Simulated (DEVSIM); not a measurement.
Device: Ti/SiON/SiO2/n-Si capacitor, at 400 K.

```tsv
layer (left to right)	material	thickness (nm)	Nd (cm⁻³)
1	SiON	3.10	-
2	SiO2	0.770	-
3	Si	430	1.8e18
```

Metal gate on the left, work function 4.33 eV. Fixed charge at the semiconductor interface 2.4e12 cm⁻² (in units of +e); no interface traps.

The device is made up for the run: typed textbook-type constants, with dimensions and the other settings drawn at random. Values at 300 K; Nc and Nv go as T^1.5, mobilities as T to minus their exponent, the gap by Varshni's rule with the affinity fixed.

```tsv
parameter	SiON	SiO2	Si
gap (eV)	7	9	1.124
affinity (eV)	1.4	0.9	4.05
permittivity	5.5	3.9	11.7
Nc (cm⁻³)	-	-	2.86e19
Nv (cm⁻³)	-	-	3.1e19
Varshni α (eV/K)	-	-	0.000473
Varshni β (K)	-	-	636
```

Simulated with DEVSIM: 1D Poisson equation in equilibrium, Boltzmann statistics, complete ionisation; no quantum confinement or tunnelling. Metal contacts follow the ideal Schottky-Mott rule: no Fermi-level pinning, no interface dipoles.

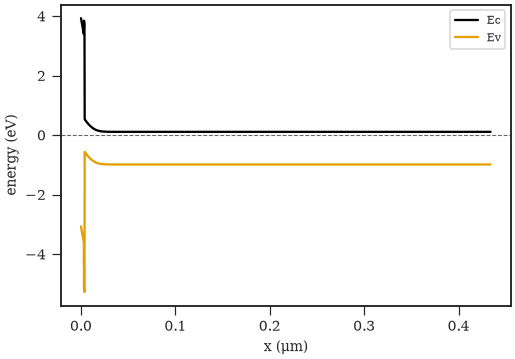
Figure: Band edges at -1.0 V on the gate

Energies count from the Fermi level of the right contact; mesh points crowd at the junctions.

```json
[
 {"x (μm)": "0.000", "Ec (eV)": "3.930", "Ev (eV)": "-3.070", "n (cm⁻³)": "< 1e2", "p (cm⁻³)": "< 1e2", "field (V/cm)": "-1800000"},
 {"x (μm)": "0.0007697", "Ec (eV)": "3.793", "Ev (eV)": "-3.207", "n (cm⁻³)": "< 1e2", "p (cm⁻³)": "< 1e2", "field (V/cm)": "-1800000"},
 {"x (μm)": "0.001653", "Ec (eV)": "3.635", "Ev (eV)": "-3.365", "n (cm⁻³)": "< 1e2", "p (cm⁻³)": "< 1e2", "field (V/cm)": "-1800000"},
 {"x (μm)": "0.002466", "Ec (eV)": "3.490", "Ev (eV)": "-3.510", "n (cm⁻³)": "< 1e2", "p (cm⁻³)": "< 1e2", "field (V/cm)": "-1800000"},
 {"x (μm)": "0.003371", "Ec (eV)": "3.808", "Ev (eV)": "-5.192", "n (cm⁻³)": "< 1e2", "p (cm⁻³)": "< 1e2", "field (V/cm)": "-2500000"},
 {"x (μm)": "0.003697", "Ec (eV)": "3.726", "Ev (eV)": "-5.274", "n (cm⁻³)": "< 1e2", "p (cm⁻³)": "< 1e2", "field (V/cm)": "-2500000"},
 {"x (μm)": "0.004512", "Ec (eV)": "0.506", "Ev (eV)": "-0.590", "n (cm⁻³)": "1.8e13", "p (cm⁻³)": "1.7e12", "field (V/cm)": "-450000"},
 {"x (μm)": "0.006765", "Ec (eV)": "0.412", "Ev (eV)": "-0.684", "n (cm⁻³)": "2.8e14", "p (cm⁻³)": "1.1e11", "field (V/cm)": "-390000"},
 {"x (μm)": "0.009908", "Ec (eV)": "0.305", "Ev (eV)": "-0.792", "n (cm⁻³)": "6.4e15", "p (cm⁻³)": "5.0e9", "field (V/cm)": "-300000"},
 {"x (μm)": "0.01592", "Ec (eV)": "0.174", "Ev (eV)": "-0.922", "n (cm⁻³)": "2.8e17", "p (cm⁻³)": "1.1e8", "field (V/cm)": "-140000"},
 {"x (μm)": "0.02695", "Ec (eV)": "0.114", "Ev (eV)": "-0.983", "n (cm⁻³)": "1.6e18", "p (cm⁻³)": "2.0e7", "field (V/cm)": "-10000"},
 {"x (μm)": "0.05717", "Ec (eV)": "0.110", "Ev (eV)": "-0.986", "n (cm⁻³)": "1.8e18", "p (cm⁻³)": "1.8e7", "field (V/cm)": "≈ 0"},
 {"x (μm)": "0.1026", "Ec (eV)": "0.110", "Ev (eV)": "-0.986", "n (cm⁻³)": "1.8e18", "p (cm⁻³)": "1.8e7", "field (V/cm)": "≈ 0"},
 {"x (μm)": "0.1860", "Ec (eV)": "0.110", "Ev (eV)": "-0.986", "n (cm⁻³)": "1.8e18", "p (cm⁻³)": "1.8e7", "field (V/cm)": "≈ 0"},
 {"x (μm)": "0.3172", "Ec (eV)": "0.110", "Ev (eV)": "-0.986", "n (cm⁻³)": "1.8e18", "p (cm⁻³)": "1.8e7", "field (V/cm)": "≈ 0"},
 {"x (μm)": "0.3708", "Ec (eV)": "0.110", "Ev (eV)": "-0.986", "n (cm⁻³)": "1.8e18", "p (cm⁻³)": "1.8e7", "field (V/cm)": "≈ 0"},
 {"x (μm)": "0.4000", "Ec (eV)": "0.110", "Ev (eV)": "-0.986", "n (cm⁻³)": "1.8e18", "p (cm⁻³)": "1.8e7", "field (V/cm)": "≈ 0"},
 {"x (μm)": "0.4160", "Ec (eV)": "0.110", "Ev (eV)": "-0.986", "n (cm⁻³)": "1.8e18", "p (cm⁻³)": "1.8e7", "field (V/cm)": "≈ 0"},
 {"x (μm)": "0.4265", "Ec (eV)": "0.110", "Ev (eV)": "-0.986", "n (cm⁻³)": "1.8e18", "p (cm⁻³)": "1.8e7", "field (V/cm)": "≈ 0"},
 {"x (μm)": "0.4303", "Ec (eV)": "0.110", "Ev (eV)": "-0.986", "n (cm⁻³)": "1.8e18", "p (cm⁻³)": "1.8e7", "field (V/cm)": "≈ 0"},
 {"x (μm)": "0.4324", "Ec (eV)": "0.110", "Ev (eV)": "-0.986", "n (cm⁻³)": "1.8e18", "p (cm⁻³)": "1.8e7", "field (V/cm)": "≈ 0"},
 {"x (μm)": "0.4339", "Ec (eV)": "0.110", "Ev (eV)": "-0.986", "n (cm⁻³)": "1.8e18", "p (cm⁻³)": "1.8e7", "field (V/cm)": "≈ 0"}
]
```
